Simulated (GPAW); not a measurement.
# zigzag Rh chain, bond 2.823 A: a ladder in all numerical settings together, part 2 of 2

Two starts of zigzag Rh chain, bond 2.823 A are run at each rung of all numerical settings together. Which rung is enough?

GPAW 26.7.0; LDA; plane waves with GPAW's PAW setups, scalar-relativistic.

So far, largest spin moment in the augmentation sphere (μB): step 2 (rung 1 (280 eV, mesh 1×1×4), start ferro ++) 1.40; step 3 (rung 1 (280 eV, mesh 1×1×4), start antiferro +-) 0.548; step 4 (rung 2 (380 eV, mesh 1×1×6), start ferro ++) 1.49; step 5 (rung 2 (380 eV, mesh 1×1×6), start antiferro +-) 0.597; step 6 (rung 3 (500 eV, mesh 1×1×8), start ferro ++) 1.47.

### Step 7. Rung 3 (500 eV, mesh 1×1×8), start antiferro +-

File order2.py:

```python
import json
import numpy as np
from ase import Atoms
from ase.parallel import paropen, parprint
from gpaw import GPAW

atoms = Atoms(['Rh', 'Rh'],
    cell=[[12.0, 0.0, 0.0],
         [0.0, 12.0, 0.0],
         [0.0, 0.0, 3.3876]],
    scaled_positions=[[0.4059, 0.5, 0.0],
         [0.5941, 0.5, 0.5]],
    pbc=True,
    magmoms=[1.0, -1.0])
atoms.calc = GPAW(mode={'name': 'pw', 'ecut': 500},
    xc='LDA',
    kpts={'size': (1, 1, 8), 'gamma': True},
    occupations={'name': 'fermi-dirac', 'width': 0.1},
    convergence={'density': 0.001, 'energy': 1e-05},
    maxiter=200,
    symmetry={'tolerance': 1e-4},
    txt='order2.txt')
e = atoms.get_potential_energy(force_consistent=True)
res = {'free_energy': e, 'energy_sigma0': atoms.get_potential_energy(), 'fermi_energy': atoms.calc.get_fermi_level()}
res['moments'] = atoms.get_magnetic_moments().tolist()
res['total'] = atoms.get_magnetic_moment()
parprint('site moments (muB):', np.round(res['moments'], 3))
parprint(f"total moment: {res['total']:.3f} muB")
parprint(f'free energy: {e:.6f} eV')
atoms.calc.write('order2.gpw')
with paropen('results.json', 'w') as f:
    json.dump(res, f)
```

The run is started by

```console
$ OMP_NUM_THREADS=1 python3 order2.py > order2.log
```

Log:

```text
site moments (muB): [ 0.726 -0.726]
total moment: 0.000 muB
free energy: -8.358162 eV

--- order2.txt ---
Input parameters:
  mode=PW(ecut=500),
  convergence={'density': 0.001, 'energy': 1e-05},
  kpts=MonkhorstPack(size=(1, 1, 8), gamma=True),
  maxiter=200,
  occupations=Occupations(name='fermi-dirac', width=0.1),
  symmetry=Symmetry(tolerance=0.0001),
  xc=XC(name='LDA')

Diagonalizing LCAO Hamiltonian
[...]
|          9 |        -5.278 |     1.000 |        -5.278 |     1.000 |
|         10 |        -4.861 |     1.000 |        -4.861 |     1.000 |
[...]
|         18 |        -1.290 |     0.000 |        -1.290 |     0.000 |
|         19 |        -0.673 |     0.000 |        -0.673 |     0.000 |
|         20 |         0.845 |     0.000 |         0.845 |     0.000 |
|         21 |         0.901 |     0.000 |         0.901 |     0.000 |

No gap
No difference between direct/indirect transitions


[key lines of the parts left out:]
Free energy:      -8.358162
Converged in 18 steps
dipole moment: (0.000003, 0.000003, -9.992250)  # |e|*Ang
Fermi level: -4.024
```

It took 54 s on 1 MPI rank of Intel Xeon Platinum 8488C (Sapphire Rapids), shared host; peak memory 0.36 GiB.

Read from the output:

- magnetization: 0 μB
- final state: antiferromagnetic
- largest moment: 0.7262 μB

This start lies +137.5 meV a seeded atom from the first, a change of +33.0 meV since rung 2; its largest moment is 0.726 μB.

### Step 8. Rung 4 (700 eV, mesh 1×1×10), start ferro ++

File order1.py:

```python
import json
import numpy as np
from ase import Atoms
from ase.parallel import paropen, parprint
from gpaw import GPAW

atoms = Atoms(['Rh', 'Rh'],
    cell=[[12.0, 0.0, 0.0],
         [0.0, 12.0, 0.0],
         [0.0, 0.0, 3.3876]],
    scaled_positions=[[0.4059, 0.5, 0.0],
         [0.5941, 0.5, 0.5]],
    pbc=True,
    magmoms=[1.0, 1.0])
atoms.calc = GPAW(mode={'name': 'pw', 'ecut': 700},
    xc='LDA',
    kpts={'size': (1, 1, 10), 'gamma': True},
    occupations={'name': 'fermi-dirac', 'width': 0.05},
    convergence={'density': 0.001, 'energy': 1e-05},
    maxiter=200,
    symmetry={'tolerance': 1e-4},
    txt='order1.txt')
e = atoms.get_potential_energy(force_consistent=True)
res = {'free_energy': e, 'energy_sigma0': atoms.get_potential_energy(), 'fermi_energy': atoms.calc.get_fermi_level()}
res['moments'] = atoms.get_magnetic_moments().tolist()
res['total'] = atoms.get_magnetic_moment()
parprint('site moments (muB):', np.round(res['moments'], 3))
parprint(f"total moment: {res['total']:.3f} muB")
parprint(f'free energy: {e:.6f} eV')
atoms.calc.write('order1.gpw')
with paropen('results.json', 'w') as f:
    json.dump(res, f)
```

The run is started by

```console
$ OMP_NUM_THREADS=1 python3 order1.py > order1.log
```

Log:

```text
site moments (muB): [1.528 1.528]
total moment: 3.398 muB
free energy: -8.531399 eV

--- order1.txt ---
Input parameters:
  mode=PW(ecut=700),
  convergence={'density': 0.001, 'energy': 1e-05},
  kpts=MonkhorstPack(size=(1, 1, 10), gamma=True),
  maxiter=200,
  occupations=Occupations(name='fermi-dirac', width=0.05),
  symmetry=Symmetry(tolerance=0.0001),
  xc=XC(name='LDA')

Diagonalizing LCAO Hamiltonian
[...]
|         10 |        -5.213 |     1.000 |        -4.409 |     1.000 |
|         11 |        -5.057 |     1.000 |        -4.030 |     0.965 |
[...]
|         20 |         0.723 |     0.000 |         0.920 |     0.000 |
|         21 |         0.872 |     0.000 |         0.920 |     0.000 |
|         22 |         1.589 |     0.000 |         1.651 |     0.000 |
|         23 |         1.799 |     0.000 |         1.769 |     0.000 |

No gap
No difference between direct/indirect transitions


[key lines of the parts left out:]
Free energy:      -8.531399
Converged in 18 steps
dipole moment: (0.000002, 0.000003, -9.997811)  # |e|*Ang
Fermi level: -3.864
```

Wall time 1.9 min (1 MPI rank); peak memory 0.53 GiB.

This step gave:

```
magnetization  : 3.398 μB
final state    : ferromagnetic
largest moment : 1.528 μB
```

The largest moment moves by +0.06 μB from rung 3, at 2.1 times its CPU time.

### Step 9. Rung 4 (700 eV, mesh 1×1×10), start antiferro +-

order2.py is the script of step 7 with these lines changed:

```diff
@@ -14,6 +14,6 @@
     magmoms=[1.0, -1.0])
-atoms.calc = GPAW(mode={'name': 'pw', 'ecut': 500},
+atoms.calc = GPAW(mode={'name': 'pw', 'ecut': 700},
     xc='LDA',
-    kpts={'size': (1, 1, 8), 'gamma': True},
-    occupations={'name': 'fermi-dirac', 'width': 0.1},
+    kpts={'size': (1, 1, 10), 'gamma': True},
+    occupations={'name': 'fermi-dirac', 'width': 0.05},
     convergence={'density': 0.001, 'energy': 1e-05},
```

The run is started by

```console
$ OMP_NUM_THREADS=1 python3 order2.py > order2.log
```

Log:

```text
site moments (muB): [ 0.8   -0.798]
total moment: 0.002 muB
free energy: -8.157047 eV

--- order2.txt ---
Input parameters:
  mode=PW(ecut=700),
  convergence={'density': 0.001, 'energy': 1e-05},
  kpts=MonkhorstPack(size=(1, 1, 10), gamma=True),
  maxiter=200,
  occupations=Occupations(name='fermi-dirac', width=0.05),
  symmetry=Symmetry(tolerance=0.0001),
  xc=XC(name='LDA')

Diagonalizing LCAO Hamiltonian
[...]
|          9 |        -5.247 |     1.000 |        -5.245 |     1.000 |
|         10 |        -4.884 |     1.000 |        -4.881 |     1.000 |
[...]
|         18 |        -1.288 |     0.000 |        -1.288 |     0.000 |
|         19 |        -0.656 |     0.000 |        -0.656 |     0.000 |
|         20 |         0.851 |     0.000 |         0.851 |     0.000 |
|         21 |         0.897 |     0.000 |         0.897 |     0.000 |

No gap
No difference between direct/indirect transitions


[key lines of the parts left out:]
Free energy:      -8.157047
Converged in 129 steps
dipole moment: (-0.000378, 0.000003, -9.993731)  # |e|*Ang
Fermi level: -4.010
```

Wall time 12 min (1 MPI rank); peak memory 0.55 GiB.

This step gave:

```
magnetization  : 0 μB
final state    : antiferromagnetic
largest moment : 0.8004 μB
```

This start lies +187.2 meV a seeded atom from the first, a change of +49.7 meV since rung 3; its largest moment is 0.800 μB.

### Step 10. A faulty input

An input with a fault is tried, to see how the program answers.

File run.py:

```python
import json
import numpy as np
from ase import Atoms
from ase.parallel import paropen, parprint
from gpaw import GPAW

atoms = Atoms(['Rh', 'Rh'],
    cell=[[12.0, 0.0, 0.0],
         [0.0, 12.0, 0.0],
         [0.0, 0.0, 3.3876]],
    scaled_positions=[[0.4059, 0.5, 0.0],
         [0.5941, 0.5, 0.5]],
    pbc=True,
    magmoms=[1.0, 1.0])
atoms.calc = GPAW(mode={'name': 'pw', 'ecut': 550},
    xc='LDA',
    kpts={'size': (1, 1, 10), 'gamma': True},
    occupations={'name': 'fermi-dirac', 'width': 0.1},
    convergence={'density': 0.001, 'energy': 1e-05},
    setups={0: ':g,5.0'},
    maxiter=100,
    symmetry={'tolerance': 1e-4},
    txt='run.txt')
e = atoms.get_potential_energy(force_consistent=True)
res = {'free_energy': e, 'energy_sigma0': atoms.get_potential_energy(), 'fermi_energy': atoms.calc.get_fermi_level()}
res['moments'] = atoms.get_magnetic_moments().tolist()
res['total'] = atoms.get_magnetic_moment()
parprint('site moments (muB):', np.round(res['moments'], 3))
parprint(f"total moment: {res['total']:.3f} muB")
parprint(f'free energy: {e:.6f} eV')
atoms.calc.write('run.gpw')
with paropen('results.json', 'w') as f:
    json.dump(res, f)
```

The run is started by

```console
$ OMP_NUM_THREADS=1 python3 run.py > run.log
```

Log:

```text
RuntimeError: Setup has 0 radial partial waves with angular momentum quantum number -1. Must be 1 or 2 for DFT+U.

--- run.txt ---
Input parameters:
  mode=PW(ecut=550),
  convergence={'density': 0.001, 'energy': 1e-05},
  kpts=MonkhorstPack(size=(1, 1, 10), gamma=True),
  maxiter=100,
  occupations=Occupations(name='fermi-dirac', width=0.1),
  setups={0: ':g,5.0'},
  symmetry=Symmetry(tolerance=0.0001),
  xc=XC(name='LDA')
```

Elapsed: 3.3 s, on 1 MPI rank; peak memory 0.28 GiB.

The program refused the input before any cycle.

The program's message: “RuntimeError: Setup has 0 radial partial waves with angular momentum quantum number -1. Must be 1 or 2 for DFT+U.”

The fault put into the input: a U on a shell that the setup lacks.

A U can act only on a shell that has projectors in the setup.

### Step 11. Side by side

Ladder, by row:

```tsv
rung	cutoff (eV)	mesh	smearing (eV)	state from the first start	state from the second start	second less first (meV a seeded atom)	moment, first (μB)	moment, second (μB)	CPU time (s)
1	280	1x1x4	0.2	ferromagnetic	antiferromagnetic	71.2	1.397	0.5476	30.6
2	380	1x1x6	0.15	ferromagnetic	antiferromagnetic	104.5	1.493	0.5965	49.58
3	500	1x1x8	0.1	ferromagnetic	antiferromagnetic	137.5	1.473	0.7262	108.2
4	700	1x1x10	0.05	ferromagnetic	antiferromagnetic	187.2	1.528	0.8004	855
```

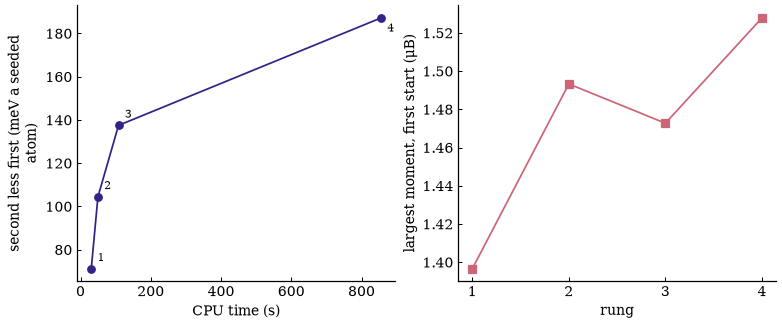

Result against cost, rungs numbered as in the table, and the moment by rung.

### Step 12. Summary of results

| Quantity | Value |
| --- | --- |
| range of the moment in the table, first start | 1.40 to 1.53 μB |
| range of CPU time | 31 s to 14 min |
| range of the energy difference | 71.2 to 187 meV a seeded atom |

In words: Only the last rung can serve as the reference, and the rung before it is still 50 meV away, so convergence is not shown. The first start ends lower on every rung of the table; whether functional and cell give the true order is another question. The largest step comes last, so convergence is not shown.

[Logs and program files are shortened in this print: banners, set-up blocks, solver, clock and traceback lines can be left out without a mark of their own.]

[Logs are printed without paths, hosts, clocks, repeated set-up lines and the standing remarks that a program may print on its own settings, such as how far it seeks lower states.]

[Hosts, paths, dates, database ids (printed as entryN), source tags and the programs' standing remarks are cut or masked in the printed files.]

[Where a cell is said to come from a database of computed structures, the database is the Materials Project.]
